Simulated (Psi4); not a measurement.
# CH3BO (B(CO)H3) at BP86/cc-pVTZ (sweep point 6)

What is the vertical ionisation energy of CH3BO (B(CO)H3) at BP86/cc-pVTZ (sweep point 6)? 

Program for the calculation: Psi4 1.11.

### Step 1. Starting point

CH3BO has 6 atoms, charge 0, and is taken as a singlet. SMILES: `[H]B([H])([H])<-[C-]#[O+]`. Geometry: relaxed at GFN2-xTB.

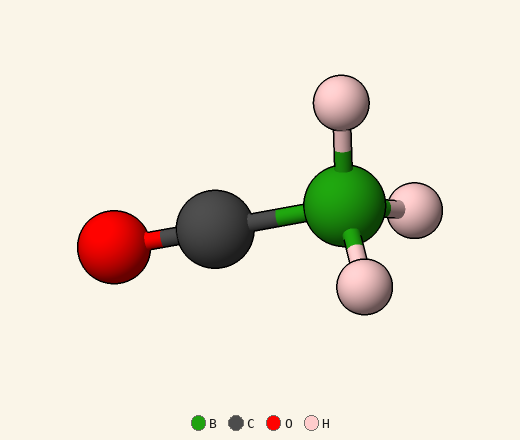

The structure, seen from a chosen angle (boron green, carbon dark grey, oxygen red, hydrogen pink).

### Step 2. A single-point energy at BP86/cc-pVTZ (sweep point 6)

ch3bo.py reads:

```python
import psi4

psi4.set_memory('1600 MB')
psi4.set_num_threads(1)
psi4.set_output_file('psi4.out', False)

geom = psi4.geometry("""
0 1
B     -0.013250     0.005270    -0.516110
C      0.011910     0.007900     0.957520
O      0.044170    -0.008430     2.099160
H      1.125420     0.004210    -0.852220
H     -0.589380     0.982500    -0.862300
H     -0.578870    -0.991440    -0.826050
units angstrom
symmetry c1
""")

psi4.set_options({
    'basis': 'cc-pVTZ',
    'reference': 'rks',
    'puream': True,
    'scf_type': 'pk',
    'dft_radial_points': 99,
    'dft_spherical_points': 590,
})

energy_value = psi4.energy("BP86", molecule=geom)
print(f'total energy {energy_value:.8f} hartree = {energy_value * 27.211386:.5f} eV')
for k, v in sorted(psi4.core.scalar_variables().items()):
    print(f'{k:45s} {v:18.10f}')
```

The run is started by

```
python ch3bo.py
```

psi4.out, shortened:

```text
[...]
  Running in c1 symmetry.
[...]
  Nuclear repulsion =   57.076153612729442
[...]
  Multiplicity = 1
[...]
  Nalpha       = 11
  Nbeta        = 11
[...]
    Number of basis functions: 132
[...]
   @RKS iter   1:  -139.73402865306588   -2.59937e-01   5.32357e-03 DIIS/ADIIS
[...]
   @RKS iter   9:  -140.01877324857318   -3.66755e-08   4.11158e-07 DIIS
[...]
    Orbital Energies [Eh]
    ---------------------
    Doubly Occupied:
       1A    -18.894404     2A    -10.055418     3A     -6.472153
       4A     -1.092550     5A     -0.604449     6A     -0.505047
       7A     -0.457499     8A     -0.457425     9A     -0.367081
      10A     -0.310498    11A     -0.310063
[...]
  @RKS Final Energy:  -140.01877324857318
   => Energetics <=
    Nuclear Repulsion Energy =             57.0761536127294420
    One-Electron Energy =                -301.4179523016297821
    Two-Electron Energy =                 123.4380359118576820
    DFT Exchange-Correlation Energy =     -19.1150104715305282
    Empirical Dispersion Energy =           0.0000000000000000
    VV10 Nonlocal Energy =                  0.0000000000000000
    Total Energy =                       -140.0187732485731829
[...]
 Multipole Moments:
 ------------------------------------------------------------------------------------
     Multipole            Electronic (a.u.)      Nuclear  (a.u.)        Total (a.u.)
 ------------------------------------------------------------------------------------
 L = 1.  Multiply by 2.5417464519 to convert [e a0] to [Debye]
 Dipole X            :          0.0624038           -0.0565855            0.0058183
 Dipole Y            :          0.0130310           -0.0100865            0.0029446
 Dipole Z            :          3.9394896           -3.5122344            0.4272552
 Magnitude           :                                                    0.4273049
[...]
```

Standard output:

```text
total energy -140.01877325 hartree = -3810.10489 eV
CURRENT ENERGY                                   -140.0187732486
CURRENT REFERENCE ENERGY                         -140.0187732486
DD SOLVATION ENERGY                                 0.0000000000
DFT FUNCTIONAL TOTAL ENERGY                      -140.0187732486
DFT TOTAL ENERGY                                 -140.0187732486
DFT VV10 ENERGY                                     0.0000000000
DFT XC ENERGY                                     -19.1150104715
GRID ELECTRONS ALPHA                               11.0000000154
GRID ELECTRONS BETA                                11.0000000154
GRID ELECTRONS TOTAL                               22.0000000308
NUCLEAR REPULSION ENERGY                           57.0761536127
ONE-ELECTRON ENERGY                              -301.4179523016
PCM POLARIZATION ENERGY                             0.0000000000
PE ENERGY                                           0.0000000000
SCF ITERATION ENERGY                             -140.0187732486
SCF ITERATIONS                                      9.0000000000
SCF TOTAL ENERGY                                 -140.0187732486
TWO-ELECTRON ENERGY                               123.4380359119
XC GRID RADIAL POINTS                              99.0000000000
XC GRID SPHERICAL POINTS                          590.0000000000
XC GRID TOTAL POINTS                           335559.0000000000
```

Run time: 56 s. Hardware: 1 thread of Intel Xeon at 2.50GHz (Skylake/Cascade Lake), shared host; peak memory 0.96 GiB.

### Step 3. The doublet cation

ch3bo.py reads:

```python
import psi4

psi4.set_memory('1600 MB')
psi4.set_num_threads(1)
psi4.set_output_file('psi4.out', False)

m = psi4.geometry("""
1 2
B     -0.013250     0.005270    -0.516110
C      0.011910     0.007900     0.957520
O      0.044170    -0.008430     2.099160
H      1.125420     0.004210    -0.852220
H     -0.589380     0.982500    -0.862300
H     -0.578870    -0.991440    -0.826050
symmetry c1
""")

psi4.set_options({
    'basis': 'cc-pVTZ',
    'reference': 'uks',
    'puream': True,
    'scf_type': 'pk',
    'dft_radial_points': 99,
    'dft_spherical_points': 590,
    'maxiter': 150,
})

e, wfn = psi4.energy("BP86", molecule=m, return_wfn=True)
print(f'BP86 energy: {e:.10f} Eh')
```

The run is started by

```
python ch3bo.py
```

psi4.out, shortened:

```text
[...]
  Running in c1 symmetry.
[...]
  Nuclear repulsion =   57.076153612729442
[...]
  Multiplicity = 2
[...]
  Nalpha       = 11
  Nbeta        = 10
[...]
    Number of basis functions: 132
[...]
   @UKS iter   1:  -139.38304938538863    9.10419e-02   4.18297e-03 DIIS/ADIIS
[...]
   @UKS iter  19:  -139.57070695811899   -3.08796e-08   2.06630e-07 DIIS
[...]
   @S^2 Observed:                7.551277682E-01
[...]
    Orbital Energies [Eh]
    ---------------------
    Alpha Occupied:
       1A    -19.172255     2A    -10.323404     3A     -6.803372
       4A     -1.355041     5A     -0.899962     6A     -0.764420
       7A     -0.724359     8A     -0.712734     9A     -0.676523
      10A     -0.637610    11A     -0.604179
    Alpha Virtual:
      12A     -0.366241    13A     -0.354212    14A     -0.170551
      15A     -0.143455    16A     -0.122938    17A     -0.120685
      18A     -0.089461    19A     -0.079092    20A     -0.069311
      21A      0.060602    22A      0.069393    23A      0.071934
      24A      0.130186    25A      0.155237    26A      0.162668
[...]
  @UKS Final Energy:  -139.57070695811899
   => Energetics <=
    Nuclear Repulsion Energy =             57.0761536127294420
    One-Electron Energy =                -295.1859872590813438
    Two-Electron Energy =                 117.3204646498334682
    DFT Exchange-Correlation Energy =     -18.7813379616005598
    Empirical Dispersion Energy =           0.0000000000000000
    VV10 Nonlocal Energy =                  0.0000000000000000
    Total Energy =                       -139.5707069581189899
[...]
 Multipole Moments:
 ------------------------------------------------------------------------------------
     Multipole            Electronic (a.u.)      Nuclear  (a.u.)        Total (a.u.)
 ------------------------------------------------------------------------------------
 L = 1.  Multiply by 2.5417464519 to convert [e a0] to [Debye]
 Dipole X            :         -0.0513647           -0.0565855           -0.1079502
 Dipole Y            :          0.1494537           -0.0100865            0.1393672
 Dipole Z            :          2.1388258           -3.5122344           -1.3734085
 Magnitude           :                                                    1.3846760
[...]
```

On the terminal:

```text
BP86 energy: -139.5707069581 Eh
```

Wall time 2.4 min (1 thread of Intel Xeon at 2.50GHz (Skylake/Cascade Lake), shared host); peak memory 0.96 GiB.

### Step 4. What came out

Level: BP86/cc-pVTZ (sweep point 6).

| quantity | value |
| --- | --- |
| singlet CH3BO: total energy | -140.01877 Eh |
| singlet CH3BO: dipole moment | 1.09 D |
| singlet CH3BO: HOMO energy | -8.44 eV |
| singlet CH3BO: LUMO energy | -2.55 eV |
| singlet CH3BO: HOMO–LUMO gap | 5.89 eV |
| doublet cation: total energy | -139.57071 Eh |
| doublet cation: HOMO energy (highest over α and β) | -16.03 eV |
| doublet cation: LUMO energy (lowest over α and β) | -15.92 eV |
| doublet cation: ⟨S²⟩ | 0.755 |
| vertical ionisation energy (to the doublet cation) | 12.193 eV |

In words: The vertical ionisation energy comes to 12.19 eV (1176 kJ/mol). −ε(HOMO) before ionisation, 8.44 eV, is 3.76 eV below this ionisation energy.
